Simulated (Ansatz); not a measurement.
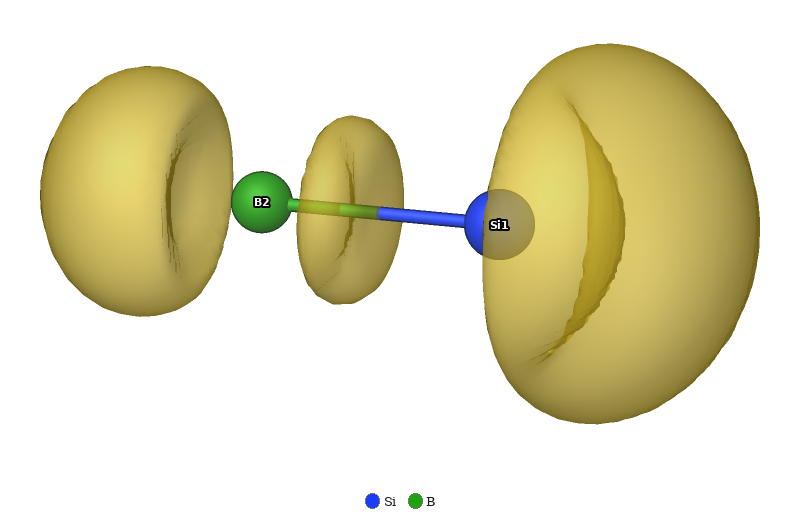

SiB (quartet). Isosurface of the electron localisation function at 0.85 (yellow), seen from one side. Only the valence region is drawn (cores and ρ < 0.01 e/Å³ removed).

Level of theory: SCF r2SCAN, Gaussian basis (Ansatz 0.2.0).

Where are the electrons localised?

Answer. The ELF exceeds this value in one region between bonded B–Si atoms (shared pairs), one lobe on B, pointing away from the bonds (non-bonding electrons) and one lobe on Si, pointing away from the bonds (non-bonding electrons). Along the contacts the grid gives the following. Si–B (1.93 Å): the ELF peaks at about 0.95 between the atoms: localised, covalent bonding.
